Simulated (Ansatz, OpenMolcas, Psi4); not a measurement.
## [SF3]+ (SMILES F[S+](F)F): the HOMO–LUMO gap, rung by rung

The species is [SF3]+ (4 atoms), meant as a singlet with charge +1. SMILES: `F[S+](F)F`. The shape is that of a PBE0-D4/def2-TZVP optimisation.

```xyz
4

F     0.6230    0.1910    1.1678
S     0.4328   -0.0586   -0.3017
F    -0.5454   -1.1975   -0.2386
F    -0.5104    1.0650   -0.6274
```

Quantity: the HOMO–LUMO gap, in eV. The values are calculated.

| level | kind | program | value (eV) | CPU time |
| --- | --- | --- | --- | --- |
| HF/6-311+G** | Hartree–Fock | Ansatz | 18.53 | 0.83 s |
| SVWN5/6-311+G** | LDA | Ansatz | 7.29 | 1 s |
| BLYP/6-311+G** | GGA | OpenMolcas | 7.39 | 36 s |
| PBE/6-311+G** | GGA | Ansatz | 7.35 | 1.4 s |
| M06-L/6-311+G** | meta-GGA | OpenMolcas | 7.97 | 42 s |
| TPSSh/6-311+G** | hybrid meta-GGA | Psi4 | 8.67 | 47 s |
| wB97X/6-311+G** | range-separated hybrid | Ansatz | 15.00 | 5.8 s |
| PBE-QIDH/6-311+G** | double hybrid | Ansatz | 15.12 | 2.8 s |

The values span 7.29 to 18.53 eV. Orbital gaps aren't excitation energies, and those of double hybrids come from the SCF part alone; they tend to grow with the share of exact exchange. Times are those of the runs behind each value, whatever else they computed, on shared processors of several kinds: orders of magnitude only.

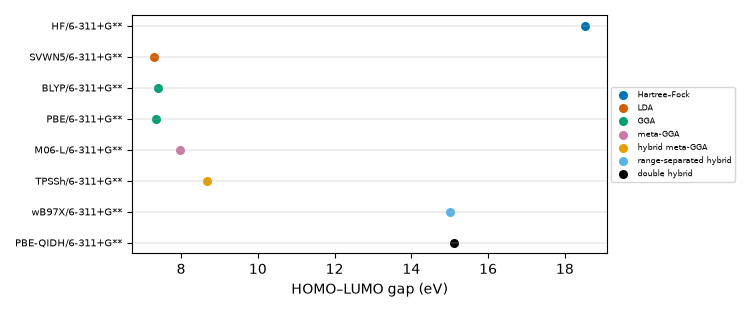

The values of the table, level by level.
